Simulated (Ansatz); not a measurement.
**Fields on a plane of GaCuSe2 (chalcopyrite)**

```
GaCuSe2
1.0
   -2.83594     2.83594     5.63126
    2.83594    -2.83594     5.63126
    2.83594     2.83594    -5.63126
Cu Ga Se
2 2 4
Direct
  0.75000   0.25000   0.50000
  0.00000   0.00000   0.00000
  0.25000   0.75000   0.50000
  0.50000   0.50000   0.00000
  0.11880   0.12500   0.49380
  0.63120   0.62500   0.50620
  0.37500   0.88120   0.00620
  0.87500   0.36880   0.99380
```

The slice is a (001) plane (indices of the conventional cell) through the point (0.750, 0.250, 0.500) (fractional), spanned by u = [101] and v = [011] in vectors of this cell: u (5.67 Å) and v (5.67 Å, at 90° to u). It covers one period; positions are fractions (u, v).

Atoms on it: Cu at (0.00, 0.00); Ga at (0.50, 0.50).

The numbers are results of PBE (plane waves to 420 eV, PAW, scalar-relativistic; Ansatz, an electronic-structure program), not measurements. k mesh 8×8×8. Near the nuclei the fields are pseudised (PAW); where an atom keeps semicore shells as valence, they peak there. At this level the bands of GaCuSe2 touch or barely overlap; measurements give the solid a gap. GaCuSe2 is run without spin polarisation. GaCuSe2 was relaxed with its symmetry unable to fall.

```
v \ u  0.00  0.14  0.29  0.43  0.57  0.71  0.86
-----  ----  ----  ----  ----  ----  ----  ----
0.86    0.0  -0.6  -0.9  -1.3  -1.4  -1.0  -0.6
0.71   -1.1  -1.0  -0.8  -0.8  -0.8  -0.8  -0.9
0.57   -1.7  -1.4  -0.8   0.4   0.4  -0.8  -1.3
0.43   -1.7  -1.3  -0.8   0.4   0.4  -0.8  -1.4
0.29   -1.1  -0.9  -0.8  -0.8  -0.8  -0.8  -1.0
0.14    0.0  -0.6  -1.0  -1.4  -1.3  -0.9  -0.6
0.00    1.8   0.0  -1.1  -1.7  -1.7  -1.1   0.0
```

Values: log₁₀ of the valence density in e/Å³. The scale is logarithmic, as a density can span decades between atoms and voids.

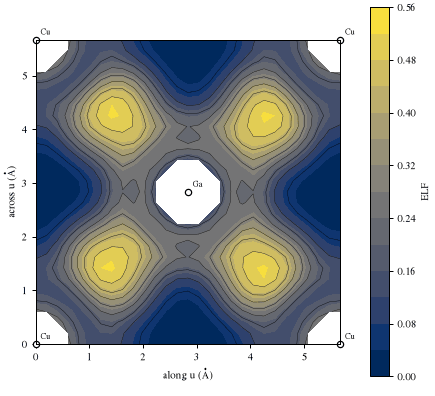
Figure: Electron localisation function (ELF), one period of the plane, atoms marked. Points within 0.5 Å of a nucleus are left white, as the pseudised field means little there.
